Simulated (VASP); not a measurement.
Shape and ions are relaxed at each volume.

Energy against volume of Mg$_{3}$Sb$_{2}$ (a-la2o3). The numbers are results of MS2 meta-GGA, VASP's PBE PAW potentials (set 64) (plane waves; VASP), not measurements.

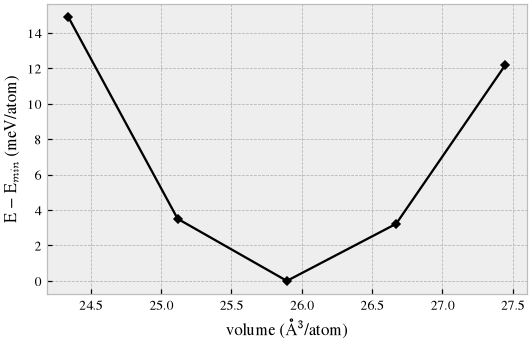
Figure: Energy against volume

Estimate the equilibrium volume and the bulk modulus.

The minimum lies near 25.9 Å³/atom, and the curvature gives B0 of about 46 GPa.

The compound is Mg3Sb2 in the a-la2o3 structure. It was relaxed first.
